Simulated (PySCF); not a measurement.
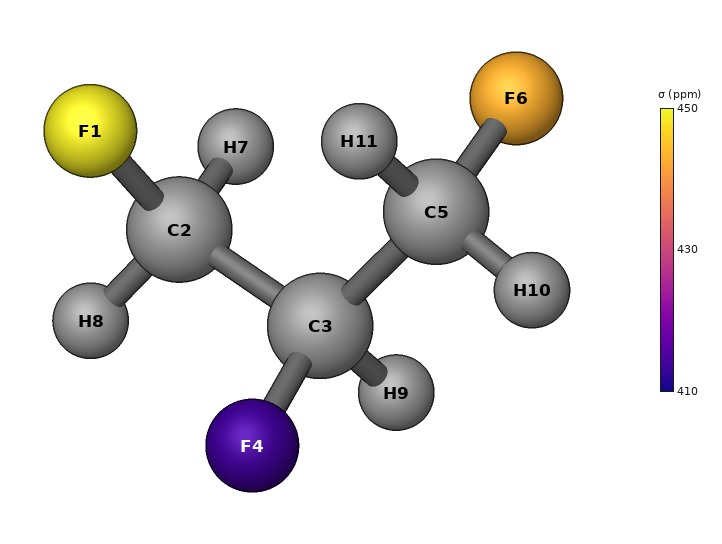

Atoms are coloured by their isotropic NMR shieldings (F only, the others grey). The computed structure is the end point of a PBE0-D3(BJ)/def2-SVP optimisation. No frequency run is at hand to confirm it as a minimum. Method: GIAO BHandHLYP/pcSseg-2 NMR shielding, non-relativistic, gas phase (PySCF 2.14.0).

Give the isotropic NMR shieldings of the F atoms atom by atom.

```tsv
atom	σ (ppm)
F1	448.9
F4	414.3
F6	443.1
```
